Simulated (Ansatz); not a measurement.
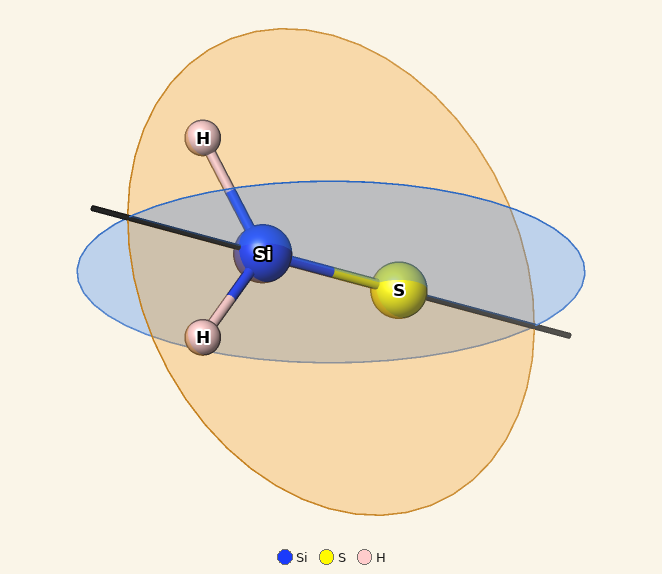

All proper rotation axes (lines) and mirror planes (discs) of the structure are drawn in. Depth is shown by fading: the farther an atom, the more it takes the colour of the background. Computed geometry: PBE0-D4/def2-TZVP optimisation.

### What is the order of each axis, and which point group results?

It has 1 C2 axis and 2 mirror planes. Point group C2v. The group has 4 operations. The geometry is achiral, and symmetry allows a dipole moment.
